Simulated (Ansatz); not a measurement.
# CH3ClF2Si (SMILES C[Si](F)(F)Cl) at B3LYP/6-31G(d) (spherical functions)

Aim: the vertical ionisation energy of CH3ClF2Si at B3LYP/6-31G* (spherical functions), from 2 runs. 

The results are computed with Ansatz 0.2.0.

126 further runs of the same task are left out: 126 set aside as unsound or not needed.

### Step 1. The structure to begin with

CH3ClF2Si has 8 atoms, charge 0, and is taken as a singlet. As SMILES, `C[Si](F)(F)Cl`. The shape is that of a PBE0-D4/def2-TZVP optimisation.

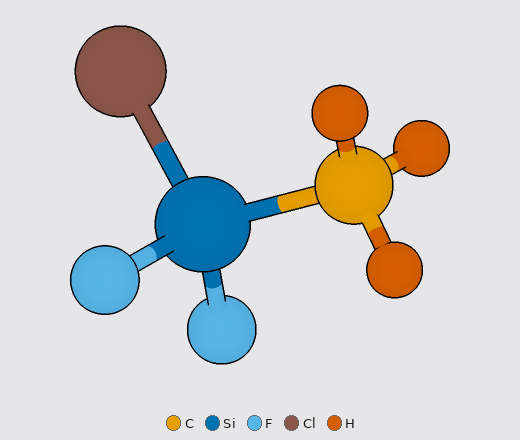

The structure, seen from a chosen angle (carbon amber, silicon blue, fluorine blue, chlorine brown, hydrogen orange).

### Step 2. A single-point energy at B3LYP/6-31G(d) (spherical functions)

Contents of molecule.yaml:

```yaml
basis:
  gaussian: {orbitals: 6-31G_st_-spherical.json}
crystal:
  periodic: [false, false, false]
  atoms:
    - symbol: C
      position_ang: [-0.808500, -0.299000, 0.512200]
    - symbol: Si
      position_ang: [0.690600, 0.151400, -0.439200]
    - symbol: F
      position_ang: [1.987000, -0.472300, 0.219100]
    - symbol: F
      position_ang: [0.616200, -0.415600, -1.914200]
    - symbol: Cl
      position_ang: [0.963100, 2.158500, -0.560900]
    - symbol: H
      position_ang: [-0.917100, -1.385400, 0.549800]
    - symbol: H
      position_ang: [-0.740200, 0.080400, 1.533400]
    - symbol: H
      position_ang: [-1.698800, 0.124800, 0.044100]
output: {orbitals: {seedname: orbitals}}
hamiltonian: {xc: {name: B3LYP}}
accuracy: high
```

The basis set 6-31G* is read from a file made from the Basis Set Exchange's data (not shown).

Command:

```bash
$ ansatz run molecule.yaml --threads 1 --pin off --max-ram 3480MiB --events-out events.jsonl --progress --plain --runs-dir runs
```

The program printed:

```text
Warning: RAYON_NUM_THREADS=1 ignored (pool sized by the plan → 1); use --threads N
Functional definition: B3LYP
  name "B3LYP"
  parameter a0 = 0.2
  parameter ax = 0.72
  parameter ac = 0.81
  exchange = (1 - a0 - ax)*slater_x + ax*b88_x + a0*exact_x
  correlation = (1 - ac)*vwn_rpa_c + ac*lyp_c
1860 factors; integrals over basis functions are off by at most 4.4e-9 eV
mean field evaluation 1: about -26918.9516 eV, gradient 5.6e1 eV
mean field evaluation 2: about -26915.7616 eV, gradient 7.0e1 eV
mean field evaluation 4: about -26924.7409 eV, gradient 1.6e0 eV
mean field evaluation 8: about -26924.9167 eV, gradient 3.9e-1 eV
mean field evaluation 16: about -26924.9171 eV, gradient 2.4e-5 eV
mean field -26924.91713256 eV, -989.4724542571 hartree, gradient 3.6e-8 eV, S^2 0.000000; 0 other end points of the search recorded, 0 dependent functions left out
reference -26924.91717034 eV, -989.4724556455 hartree; 29, 29 occupied and 55, 55 virtual orbitals, 1860 factors
Total energy: -26924.91717034 eV, -989.4724556455 hartree
```

Wall time 8.1 s (1 thread of Arm Neoverse V2, shared host); peak memory 0.3 GiB.

### Step 3. The doublet cation at the same level

Contents of input.yaml:

```yaml
crystal:
  periodic: [false, false, false]
  atoms:
    - {symbol: C, position_ang: [-0.808500, -0.299000, 0.512200]}
    - {symbol: Si, position_ang: [0.690600, 0.151400, -0.439200]}
    - {symbol: F, position_ang: [1.987000, -0.472300, 0.219100]}
    - {symbol: F, position_ang: [0.616200, -0.415600, -1.914200]}
    - {symbol: Cl, position_ang: [0.963100, 2.158500, -0.560900]}
    - {symbol: H, position_ang: [-0.917100, -1.385400, 0.549800]}
    - {symbol: H, position_ang: [-0.740200, 0.080400, 1.533400]}
    - {symbol: H, position_ang: [-1.698800, 0.124800, 0.044100]}
basis:
  gaussian:
    orbitals: 6-31G_st_-spherical.json
output: {orbitals: {seedname: orbitals}}
total_charge: 1
hamiltonian:
  xc: {name: B3LYP}
magnetization:
  spin_polarized: true
  initial_magnetization: 1
accuracy: high
```

The basis set 6-31G* is read from a file made from the Basis Set Exchange's data (not shown).

Command:

```bash
$ ansatz run input.yaml --threads 1 --pin off --max-ram 3480MiB --events-out events.jsonl --progress --plain --runs-dir runs
```

The program printed:

```text
Warning: RAYON_NUM_THREADS=1 ignored (pool sized by the plan → 1); use --threads N
[... 7 set-up lines as earlier in the session ...]
1860 factors; integrals over basis functions are off by at most 4.4e-9 eV
mean field evaluation 1: about -26899.2592 eV, gradient 6.0e1 eV
mean field evaluation 2: about -26863.6003 eV, gradient 1.1e2 eV
mean field evaluation 4: about -26912.2641 eV, gradient 8.6e0 eV
mean field evaluation 8: about -26912.8906 eV, gradient 7.4e-1 eV
mean field evaluation 16: about -26913.0713 eV, gradient 3.8e-3 eV
mean field evaluation 32: about -26913.0713 eV, gradient 5.8e-6 eV
mean field -26913.07133504 eV, -989.0371292278 hartree, gradient 3.2e-8 eV, S^2 0.754687; 4 other end points of the search recorded, 0 dependent functions left out
reference -26913.07137297 eV, -989.0371306217 hartree; 29, 28 occupied and 55, 56 virtual orbitals, 1860 factors
Total energy: -26913.07137297 eV, -989.0371306217 hartree
```

Run time: 24 s. Hardware: 1 thread of Arm Neoverse V2, shared host; peak memory 0.44 GiB.

### Step 4. Results

At B3LYP/6-31G* (spherical functions):

```
                                          quantity          value
                   singlet CH3ClF2Si: total energy  -989.47246 Eh
                    singlet CH3ClF2Si: HOMO energy       -9.21 eV
                    singlet CH3ClF2Si: LUMO energy        1.14 eV
                  singlet CH3ClF2Si: HOMO–LUMO gap       10.35 eV
                      doublet cation: total energy  -989.03713 Eh
doublet cation: HOMO energy (highest over α and β)      -16.12 eV
 doublet cation: LUMO energy (lowest over α and β)      -14.39 eV
                              doublet cation: ⟨S²⟩          0.755
vertical ionisation energy (to the doublet cation)      11.846 eV
```

What this shows: The vertical ionisation energy comes to 11.85 eV (273 kcal/mol). −ε(HOMO) before ionisation, 9.21 eV, is 2.63 eV below this ionisation energy.
